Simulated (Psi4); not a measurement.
# doublet C3H9Sb+ at 3 levels

We compute a comparison of 3 runs (UB3LYP/def2-SVP, UBHLYP/def2-SVP, UM06-2X/def2-SVP) of doublet C3H9Sb+. 

Program for the calculation: Psi4 1.11.

### 1 The molecule

The species is C3H9Sb+ (13 atoms), meant as a doublet with charge +1. SMILES of the parent species: `C[Sb](C)C`. The shape is that of a PBE0-D4/def2-TZVP optimisation. That shape belongs to the parent species and isn't relaxed for this state.

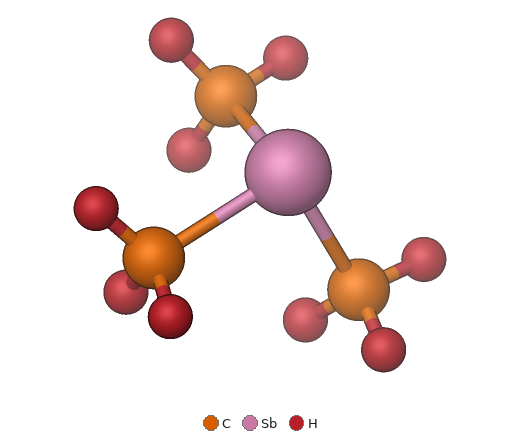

The structure, seen from a chosen angle (carbon orange, antimony pink, hydrogen red).

### 2 The energy at UB3LYP/def2-SVP (core potential) (run 1)

Contents of job.py:

```python
import psi4

psi4.set_memory('2200 MB')
psi4.set_num_threads(1)
psi4.core.set_output_file('run.log', False)

geom = psi4.geometry("""
1 2
C     -0.627060     1.613630    -0.596750
Sb     0.652600    -0.078480    -0.986730
C      1.547960    -0.074710     0.975700
C     -0.846730    -1.547890    -0.491030
H     -0.031480     2.527050    -0.572700
H     -1.133390     1.486100     0.361170
H     -1.370260     1.702910    -1.390050
H      0.772940     0.002250     1.739680
H      2.112440    -0.996110     1.124100
H      2.230910     0.770880     1.066340
H     -0.382820    -2.531060    -0.402650
H     -1.598280    -1.586820    -1.280530
H     -1.326820    -1.287750     0.453470
symmetry c1
""")

psi4.set_options({
    'basis': 'def2-SVP',
    'reference': 'uks',
    'puream': True,
    'e_convergence': 1e-09,
    'd_convergence': 1e-08,
    'scf_type': 'pk',
    'dft_radial_points': 99,
    'dft_spherical_points': 590,
    'maxiter': 100,
})

e, wfn = psi4.energy('b3lyp', return_wfn=True)
psi4.oeprop(wfn, 'MULLIKEN_CHARGES', 'MAYER_INDICES', 'LOWDIN_CHARGES', title='B3LYP')
print('E =', round(e, 9))
```

Started as:

```console
$ python job.py
```

run.log:

```text
[...]
    !!!  WARNING: ECP capability is in beta. Please check occupations closely.  !!!
[...]
  Running in c1 symmetry.
[...]
  Nuclear repulsion =  208.560504581022741
[...]
  Multiplicity = 2
[...]
  Nalpha       = 25
  Nbeta        = 24
[...]
    Number of basis functions: 113
[...]
   @UKS iter   1:  -359.08817815184716   -1.31372e+00   9.05238e-03 ADIIS/DIIS
[...]
   @UKS iter  14:  -359.66109063533168   -1.53477e-12   6.10881e-09 DIIS
[...]
   @S^2 Observed:                7.516618418E-01
[...]
  @UKS Final Energy:  -359.66109063533168
   => Energetics <=
    Nuclear Repulsion Energy =            208.5605045810227409
    One-Electron Energy =                -983.1820595525305180
    Two-Electron Energy =                 446.4038467516062383
    DFT Exchange-Correlation Energy =     -31.4433824154301611
    Empirical Dispersion Energy =           0.0000000000000000
    VV10 Nonlocal Energy =                  0.0000000000000000
    Total Energy =                       -359.6610906353316750
  UHF NO Occupations:
  HONO-2 :   23  A 1.9998553
  HONO-1 :   24  A 1.9995681
[...]
 Multipole Moments:
 ------------------------------------------------------------------------------------
     Multipole            Electronic (a.u.)      Nuclear  (a.u.)        Total (a.u.)
 ------------------------------------------------------------------------------------
 L = 1.  Multiply by 2.5417464519 to convert [e a0] to [Debye]
 Dipole X            :         16.9647326          -17.1751819           -0.2104493
 Dipole Y            :         -2.0400108            2.0652837            0.0252729
 Dipole Z            :        -25.6508846           25.9690968            0.3182121
 Magnitude           :                                                    0.3823435
[...]
  Mulliken Charges: (a.u.)
   Center  Symbol    Alpha    Beta     Spin     Total
       1     C     3.17252  3.07262  0.09990 -0.24515
       2    SB    11.45546 10.80775  0.64771  0.73679
       3     C     3.17251  3.07259  0.09992 -0.24510
       4     C     3.17251  3.07255  0.09996 -0.24506
       5     H     0.44275  0.44674 -0.00398  0.11051
       6     H     0.45681  0.43133  0.02548  0.11186
       7     H     0.44276  0.44674 -0.00398  0.11050
       8     H     0.45681  0.43135  0.02547  0.11184
       9     H     0.44275  0.44673 -0.00399  0.11052
      10     H     0.44277  0.44675 -0.00398  0.11048
      11     H     0.44275  0.44674 -0.00399  0.11050
[...]
```

On the terminal:

```text
E = -359.661090635
```

Run time: 54 s. Hardware: 1 thread of Intel Xeon Platinum 8488C (Sapphire Rapids), shared host; peak memory 0.87 GiB.

### 3 The energy at UBHLYP/def2-SVP (core potential) (run 2)

Contents of calc.inp:

```
memory 2200 mb

molecule {
  1 2
  C     -1.18497166     3.04931877    -1.12769406
  Sb     1.23323527    -0.14830571    -1.86464946
  C      2.92522045    -0.14118144     1.84380578
  C     -1.60008780    -2.92508817    -0.92791222
  H     -0.05948858     4.77543240    -1.08224615
  H     -2.14179669     2.80832199     0.68251238
  H     -2.58941612     3.21803351    -2.62681380
  H      1.46064491     0.00425188     3.28751874
  H      3.99193305    -1.88237509     2.12424114
  H      4.21580891     1.45675207     2.01509056
  H     -0.72342496    -4.78301020    -0.76089822
  H     -3.02031147    -2.99865521    -2.41985099
  H     -2.50732642    -2.43349482     0.85693411
  units bohr
  symmetry c1
  no_reorient
  no_com
}

set {
  basis def2-SVP
  reference uks
  puream true
  e_convergence 1e-09
  d_convergence 1e-08
  scf_type pk
  dft_radial_points 99
  dft_spherical_points 590
  maxiter 100
}

E, wfn = energy('bhhlyp', return_wfn=True)
oeprop(wfn, 'DIPOLE', 'WIBERG_LOWDIN_INDICES', 'LOWDIN_CHARGES', title='BHHLYP')
print_variables()
```

Started as:

```console
$ psi4 -n 1 calc.inp calc.out
```

calc.out:

```text
[...]
    !!!  WARNING: ECP capability is in beta. Please check occupations closely.  !!!
[...]
  Running in c1 symmetry.
[...]
  Nuclear repulsion =  208.560504703400738
[...]
  Multiplicity = 2
[...]
  Nalpha       = 25
  Nbeta        = 24
[...]
    Number of basis functions: 113
[...]
   @UKS iter   1:  -359.04754312648492   -1.77237e+00   7.17458e-03 DIIS/ADIIS
[...]
   @UKS iter  14:  -359.42533887331655   -7.40101e-11   9.38439e-09 DIIS
[...]
   @S^2 Observed:                7.542410327E-01
[...]
    Orbital Energies [Eh]
    ---------------------
    Alpha Occupied:
       1A    -10.788587     2A    -10.788585     3A    -10.788554
       4A     -6.264977     5A     -4.436422     6A     -4.429466
       7A     -4.429466     8A     -1.667609     9A     -1.667608
      10A     -1.667224    11A     -1.661242    12A     -1.661242
      13A     -1.019416    14A     -0.965365    15A     -0.965358
      16A     -0.799910    17A     -0.682964    18A     -0.666048
      19A     -0.666027    20A     -0.655333    21A     -0.655316
      22A     -0.642882    23A     -0.554357    24A     -0.554348
      25A     -0.523345
    Alpha Virtual:
[...]
  @UKS Final Energy:  -359.42533887331655
   => Energetics <=
    Nuclear Repulsion Energy =            208.5605047034007384
    One-Electron Energy =                -983.0819162914142453
    Two-Electron Energy =                 435.2527729810540222
    DFT Exchange-Correlation Energy =     -20.1567002663570776
    Empirical Dispersion Energy =           0.0000000000000000
    VV10 Nonlocal Energy =                  0.0000000000000000
    Total Energy =                       -359.4253388733165480
  UHF NO Occupations:
  HONO-2 :   23  A 1.9994653
  HONO-1 :   24  A 1.9990939
[...]
 Multipole Moments:
 ------------------------------------------------------------------------------------
     Multipole            Electronic (a.u.)      Nuclear  (a.u.)        Total (a.u.)
 ------------------------------------------------------------------------------------
 L = 1.  Multiply by 2.5417464519 to convert [e a0] to [Debye]
 Dipole X            :        -27.0999363           27.8319998            0.7320635
 Dipole Y            :          3.2593916           -3.3474798           -0.0880882
 Dipole Z            :         40.9743964          -42.0812528           -1.1068564
 Magnitude           :                                                    1.3299653
[...]
```

Wall time 55 s (1 thread of Intel Xeon Platinum 8488C (Sapphire Rapids), shared host); peak memory 0.87 GiB.

### 4 Energy and gradient at UM06-2X/def2-SVP (core potential) (run 3)

Contents of c3h9sb.xyz:

```xyz
13
C3H9Sb
C     -0.627060     1.613630    -0.596750
Sb     0.652600    -0.078480    -0.986730
C      1.547960    -0.074710     0.975700
C     -0.846730    -1.547890    -0.491030
H     -0.031480     2.527050    -0.572700
H     -1.133390     1.486100     0.361170
H     -1.370260     1.702910    -1.390050
H      0.772940     0.002250     1.739680
H      2.112440    -0.996110     1.124100
H      2.230910     0.770880     1.066340
H     -0.382820    -2.531060    -0.402650
H     -1.598280    -1.586820    -1.280530
H     -1.326820    -1.287750     0.453470
```

Contents of c3h9sb.py:

```python
import psi4

psi4.set_memory(2200000000)
psi4.set_num_threads(1)
psi4.core.set_output_file('output.dat', False)

with open('c3h9sb.xyz') as f:
    atoms = ''.join(f.readlines()[2:])
geom = psi4.geometry('1 2\n' + atoms + 'symmetry c1')

options = {'basis': 'def2-SVP', 'reference': 'uks', 'puream': True, 'e_convergence': 1e-09, 'd_convergence': 1e-08, 'scf_type': 'pk', 'dft_radial_points': 99, 'dft_spherical_points': 590, 'maxiter': 100}
psi4.set_options(options)

e, wfn = psi4.gradient('M06-2X', molecule=geom, return_wfn=True)
psi4.oeprop(wfn, 'WIBERG_LOWDIN_INDICES', 'MULLIKEN_CHARGES', 'LOWDIN_CHARGES')
print('gradient / Eh bohr^-1')
print(e.np.round(6))
print(f'energy = {wfn.energy():.10f} Eh')
for k, v in sorted(psi4.core.scalar_variables().items()):
    print(f'{k:45s} {v:18.10f}')
```

Started as:

```console
$ python c3h9sb.py
```

output.dat:

```text
[...]
  Running in c1 symmetry.
[...]
  Nuclear repulsion =  208.560504581022741
[...]
  Multiplicity = 2
[...]
  Nalpha       = 25
  Nbeta        = 24
[...]
    Number of basis functions: 113
[...]
   @UKS iter   1:  -359.00389895634578   -1.53788e+00   7.51684e-03 ADIIS/DIIS
[...]
   @UKS iter  14:  -359.42165865414893   -6.59384e-12   7.69286e-09 DIIS
[...]
   @S^2 Observed:                7.530775895E-01
[...]
    Orbital Energies [Eh]
    ---------------------
    Alpha Occupied:
       1A    -10.744039     2A    -10.744036     3A    -10.744006
       4A     -6.192241     5A     -4.394466     6A     -4.388711
       7A     -4.388710     8A     -1.676728     9A     -1.676728
      10A     -1.676512    11A     -1.670354    12A     -1.670353
      13A     -1.005975    14A     -0.951340    15A     -0.951331
      16A     -0.798319    17A     -0.679337    18A     -0.662630
      19A     -0.662611    20A     -0.650724    21A     -0.650709
      22A     -0.638501    23A     -0.553794    24A     -0.553789
      25A     -0.529783
    Alpha Virtual:
[...]
  @UKS Final Energy:  -359.42165865414893
   => Energetics <=
    Nuclear Repulsion Energy =            208.5605045810227409
    One-Electron Energy =                -982.8973241561404848
    Two-Electron Energy =                 433.5881413399156941
    DFT Exchange-Correlation Energy =     -18.6729804189469206
    Empirical Dispersion Energy =           0.0000000000000000
    VV10 Nonlocal Energy =                  0.0000000000000000
    Total Energy =                       -359.4216586541489278
  UHF NO Occupations:
  HONO-2 :   23  A 1.9997837
  HONO-1 :   24  A 1.9990916
[...]
  -Total Gradient:
     Atom            X                  Y                   Z
    ------   -----------------  -----------------  -----------------
       1       -0.006366882295    -0.010824664691     0.021361134515
       2        0.030619926784    -0.003676667564    -0.046292882251
       3       -0.022817812422     0.001874481734     0.009481556796
       4       -0.004754530162     0.013007036155     0.020566162856
       5       -0.001921594690    -0.004166877837    -0.000080635734
       6       -0.001954990407     0.009316425284    -0.006201300286
       7        0.003239689638    -0.000976216176     0.003082221801
       8        0.010912868933    -0.000621736825     0.003096164800
       9       -0.002624617152     0.003570099813    -0.001166380948
      10       -0.003084780668    -0.003249765184    -0.000916846859
      11       -0.001325552107     0.004365868764    -0.000371309710
      12        0.003357416672     0.000723535278     0.003022461623
[...]
```

Standard output:

```text
gradient / Eh bohr^-1
[[-6.3670e-03 -1.0825e-02  2.1361e-02]
 [ 3.0620e-02 -3.6770e-03 -4.6293e-02]
 [-2.2818e-02  1.8740e-03  9.4820e-03]
 [-4.7550e-03  1.3007e-02  2.0566e-02]
 [-1.9220e-03 -4.1670e-03 -8.1000e-05]
 [-1.9550e-03  9.3160e-03 -6.2010e-03]
 [ 3.2400e-03 -9.7600e-04  3.0820e-03]
 [ 1.0913e-02 -6.2200e-04  3.0960e-03]
 [-2.6250e-03  3.5700e-03 -1.1660e-03]
 [-3.0850e-03 -3.2500e-03 -9.1700e-04]
 [-1.3260e-03  4.3660e-03 -3.7100e-04]
 [ 3.3570e-03  7.2400e-04  3.0220e-03]
 [-3.2410e-03 -9.3640e-03 -5.5830e-03]]
energy = -359.4216586541 Eh
CURRENT ENERGY                                   -359.4216586541
CURRENT REFERENCE ENERGY                         -359.4216586541
DD SOLVATION ENERGY                                 0.0000000000
DFT FUNCTIONAL TOTAL ENERGY                      -359.4216586541
DFT TOTAL ENERGY                                 -359.4216586541
DFT VV10 ENERGY                                     0.0000000000
DFT XC ENERGY                                     -18.6729804189
GRID ELECTRONS ALPHA                               24.9999974734
GRID ELECTRONS BETA                                23.9999976548
GRID ELECTRONS TOTAL                               48.9999951282
NUCLEAR REPULSION ENERGY                          208.5605045810
ONE-ELECTRON ENERGY                              -982.8973241561
PCM POLARIZATION ENERGY                             0.0000000000
PE ENERGY                                           0.0000000000
SCF ITERATION ENERGY                             -359.4216586541
SCF ITERATIONS                                     14.0000000000
SCF TOTAL ENERGY                                 -359.4216586541
TWO-ELECTRON ENERGY                               433.5881413399
XC GRID RADIAL POINTS                              99.0000000000
XC GRID SPHERICAL POINTS                          590.0000000000
XC GRID TOTAL POINTS                           712139.0000000000
```

Run time: 1.9 min. Hardware: 1 thread of Intel Xeon Platinum 8488C (Sapphire Rapids), shared host; peak memory 0.9 GiB.

### 5 Overview of the runs

```
run                              level      task  energy (Eh)  HOMO energy (eV)  LUMO energy (eV)   ⟨S²⟩  wall time
  1   UB3LYP/def2-SVP (core potential)    energy  -359.661091            -12.97            -10.63  0.752       54 s
  2   UBHLYP/def2-SVP (core potential)    energy  -359.425339            -14.24             -9.48  0.754       55 s
  3  UM06-2X/def2-SVP (core potential)  gradient  -359.421659            -14.42             -9.45  0.753    1.9 min
```

### 6 What came out

```
                                 quantity          value
                      run 3: total energy  -359.42166 Eh
run 3: HOMO energy (highest over α and β)      -14.42 eV
 run 3: LUMO energy (lowest over α and β)       -9.45 eV
                              run 3: ⟨S²⟩          0.753
          run 3: largest force on an atom     2.860 eV/Å
```

**Reading.** Totals of different functionals can't be ranked against each other. All runs together took 3.8 min, the longest 1.9 min.
